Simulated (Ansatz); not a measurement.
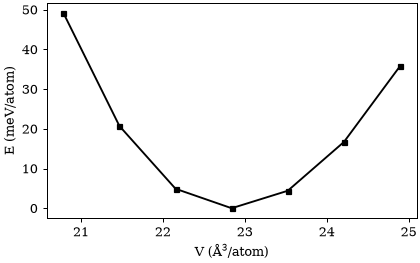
*AlAs (zinc blende, F-43m) under volume change, DFT-PBEsol in the program Ansatz with PAW potentials, scaled uniformly.*

**Question.** What does a third-order Birch–Murnaghan fit give for V₀, B₀ and B′?

**Answer.** V₀ = 22.84 Å³/atom, B₀ = 72.1 GPa, B′ = 4.2.

Symmetry was held in the PBEsol relaxation.

Potentials: the later of the program's two PAW sets.
